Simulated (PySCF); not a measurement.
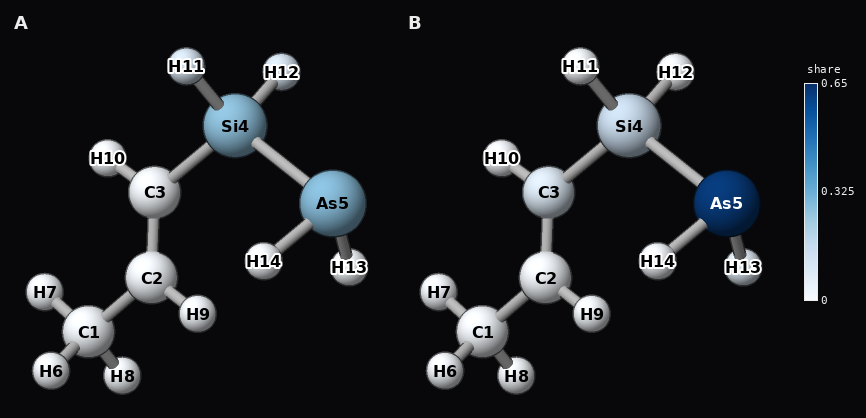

Each panel colours the atoms by their Löwdin share in one orbital (up to four of the largest shares; other atoms are shown as zero). The computed structure is the end point of a GFN2-xTB optimisation. No frequency run is at hand to confirm it as a minimum. Computed with CAM-B3LYP/def2-SVPD (PySCF 2.14.0).

> The panels show the HOMO−2, HOMO, in some order. Which is which?

A: HOMO−2, −10.20 eV; As5 0.28, Si4 0.27, H11 0.09, H12 0.09
B: HOMO, −8.69 eV; As5 0.62, Si4 0.14, C3 0.07, H13 0.06

The geometry is semi-empirical. Around As, Si such bond lengths and angles can be off by a tenth of an ångström or more and by several degrees, and values that hang on the shape move with them.
